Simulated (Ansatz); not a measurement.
## Electronic structure of Cl₂H₃HfNO···HCl in real space

Input

```
crystal:
  periodic: [false, false, false]
  atoms:
    - { symbol: Hf, position_ang: [0.253402, -0.432315, -0.657752] }
    - { symbol: Cl, position_ang: [1.012587, 0.705926, 2.801581] }
    - { symbol: Cl, position_ang: [2.434754, 0.382731, -1.071061] }
    - { symbol: "N", position_ang: [-1.027484, 1.070463, -0.333254] }
    - { symbol: H, position_ang: [-1.54017, 1.245559, 0.529618] }
    - { symbol: H, position_ang: [-1.196272, 1.843342, -0.975917] }
    - { symbol: Cl, position_ang: [-0.425815, -1.455022, -2.667516] }
    - { symbol: O, position_ang: [0.123838, -1.753897, 0.864713] }
    - { symbol: H, position_ang: [-0.021199, -2.702904, 0.918442] }
    - { symbol: H, position_ang: [0.726059, -0.586683, 2.633846] }
basis:
  gaussian: { orbitals: def2-SVP }
hamiltonian:
  xc: pbe0
relax:
  f_tol: 0.03
  max_steps: 50
output:
  orbitals: {}
```

Command:

```sh
ansatz run input.yaml --threads 4 --pin off --max-ram 5120MiB --backend cpu --events-out ev --progress --plain --runs-dir out
```

The fields are those of the run's last geometry, not of the input's.

Core potentials replace the inner electrons of Hf.

Method: RKS PBE0/def2-SVP in Ansatz.

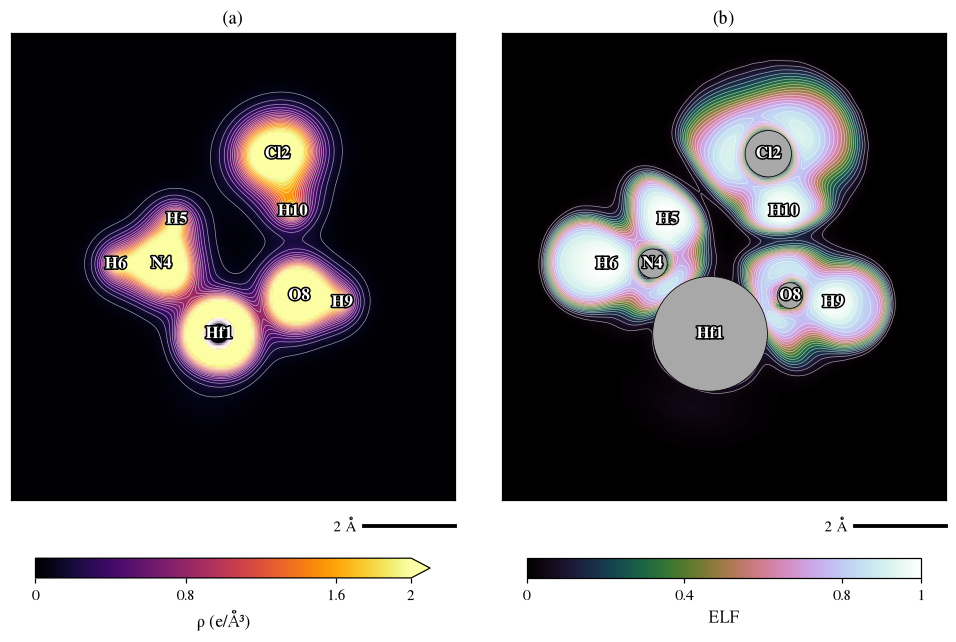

Figure 1. (a) electron density; (b) electron localisation function on the plane of atoms H5, N4 and H6. Grey discs cover the atomic cores in the ELF map.

What do the fields say about this system?

Answer. The plane passes through Hf, Cl, N, H and O nuclei. O8···H10 (1.86 Å): the density falls to about 0.22 e/Å³ on the way; the ELF dips to about 0.15 between them. Hf–O (1.95 Å): the density is about 0.83 e/Å³ at the midpoint; the ELF peaks at about 0.85 in the valence shell of O, 0.6 Å from its nucleus, and drops to about 0.20 between the two atoms. Hf–N (1.99 Å): the density is about 0.89 e/Å³ at the midpoint; the ELF peaks at about 0.90 in the valence shell of N, 0.6 Å from its nucleus, and drops to about 0.25 between the two atoms. O–H (0.96 Å): ρ is about 3.7 e/Å³ halfway; the ELF climbs to about 1 towards the hydrogen, as it does in any bond to H (a covalent bond by its length). N–H (1.02 Å): ρ is about 2.7 e/Å³ halfway; the ELF climbs to about 1 towards the hydrogen; an ordinary covalent bond to hydrogen. The ELF also peaks beside Cl2, away from the bonds: lone-pair regions.

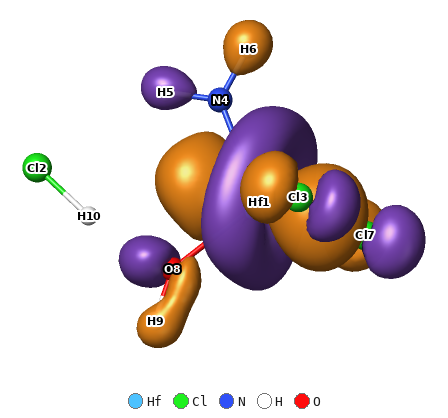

Figure 2. One frontier orbital at ±0.1 Å⁻³ᐟ² (orange and purple are the two phases), seen at a tilt.

Which orbital is it: HOMO or LUMO?

Answer. The LUMO, at −1.29 eV. By Hirshfeld shares it lies mainly on Hf1 (about 70 %), Cl3 (about 10 %) and Cl7 (about 10 %).

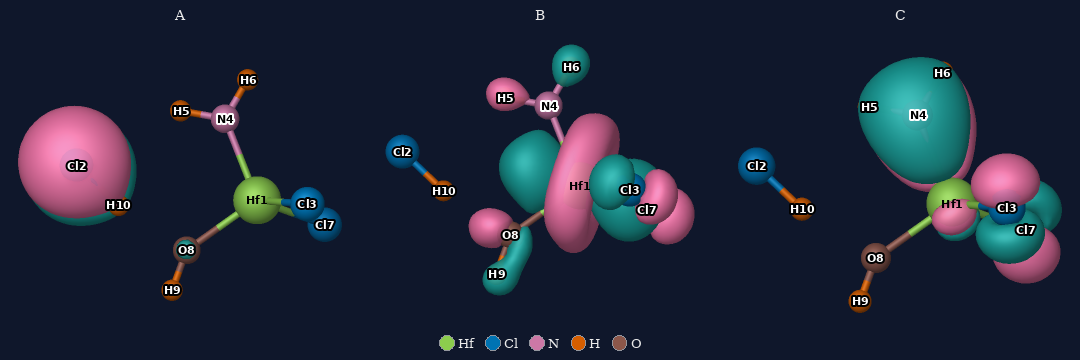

Figure 3. Three frontier orbitals at ±0.1 Å⁻³ᐟ² (teal and pink are the two phases), in no order.

Which picture is the HOMO−1, the HOMO and the LUMO?

Answer. A is the HOMO−1 (−8.99 eV). It lies mainly on Cl2 (about 95 %); largely a lone pair of Cl2. C is the HOMO (−8.06 eV). Its weight (Hirshfeld) is mainly on N4 (about 60 %), Hf1 (about 15 %), Cl7 (about 10 %) and Cl3 (about 10 %). B is the LUMO (−1.29 eV). By Hirshfeld shares it lies mainly on Hf1 (about 70 %), Cl3 (about 10 %) and Cl7 (about 10 %).

What is the HOMO–LUMO gap?

Answer. 6.77 eV between the orbital energies.
